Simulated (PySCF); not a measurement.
# C₇H₇ClO: what the fields show

Input file:

```
{"job": {"kind": "uv", "xc": "CAM-B3LYP", "basis": "def2-SVPD", "nstates": 8, "ntriplets": 3}, "charge": 0, "multiplicity": 1}
C      2.630098    -0.870950     1.674824
C      1.997358    -0.641797     0.684816
C      1.185222    -0.356384    -0.471221
C      0.378009     0.965638    -0.458351
C     -0.928932     0.181465    -0.696360
C     -2.053460     0.363814     0.301324
Cl    -2.821968     1.965403     0.094122
C     -0.139972    -1.113392    -0.536327
O     -0.450622    -2.259781    -0.437439
H      3.203613    -1.078349     2.528080
H      1.774161    -0.504174    -1.379991
H      0.643339     1.678247    -1.234607
H      0.403712     1.461921     0.509268
H     -1.317693     0.286910    -1.712150
H     -1.682692     0.319619     1.325565
H     -2.827772    -0.389246     0.156087
```

Run with:

```sh
OMP_NUM_THREADS=1 python probes_run.py task.json out
```

Geometry: GFN2-xTB.

Level of theory: PySCF 2.14.0, CAM-B3LYP/def2-SVPD, SCF density, gas phase.

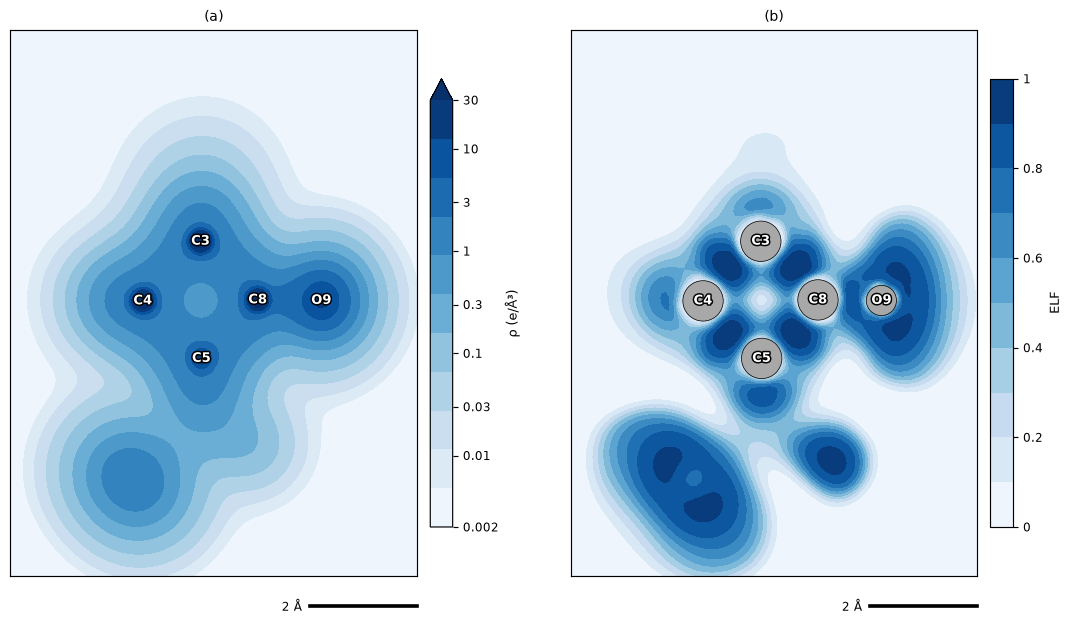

Figure 1. (a) electron density; (b) electron localisation function on the plane of atoms C4, C3 and C8. Grey discs cover the atomic cores in the ELF map.

Q: What do the fields say about this system?

A:
- Atoms in the plane: C and O.
- C–O (1.19 Å): ρ at the midpoint is about 3.5 e/Å³; the ELF peaks at about 0.90 between the atoms: a multiple bond.
- The ELF also peaks beside Cl7 and O9, away from the bonds: lone-pair regions.

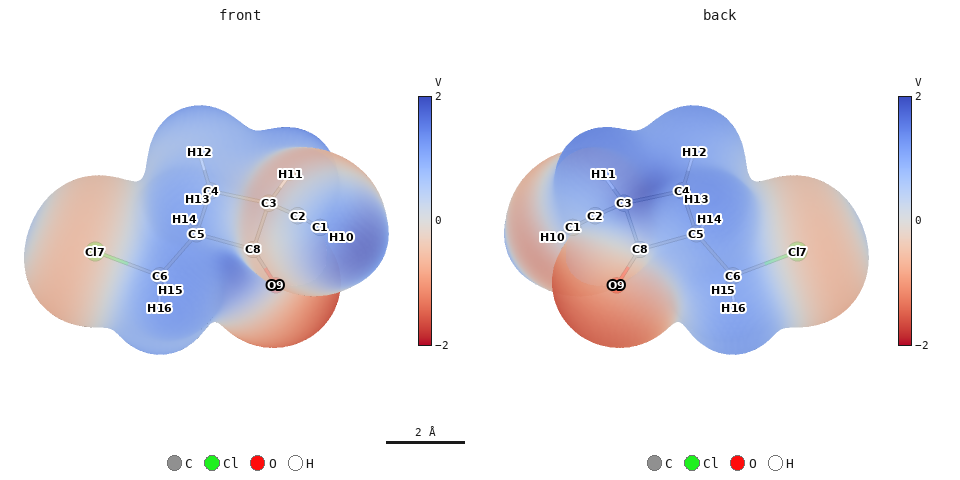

Figure 2. The molecular electrostatic potential painted on the density surface at 0.002 e/bohr³, seen from the front and from behind; red is negative and blue positive.

Q: Which sites attract a positive test charge, and which a negative one?

A: A positive charge is drawn to the negative regions and a negative charge to the positive ones. The most negative region (about −1.5 V, or −35 kcal/mol for a unit charge) lies over O9, the most positive (about +1.6 V, or +37 kcal/mol for a unit charge) over the C and H atoms. Cl7 shows a σ-hole: about +0.4 V, or +9 kcal/mol for a unit charge at the tip opposite its bond, against about −0.4 V, or −9 kcal/mol for a unit charge on its flanks. O9 is the likeliest acceptor of a hydrogen bond.

Q: How polar is the molecule by this calculation?

A: Its dipole moment is 1.85 D.
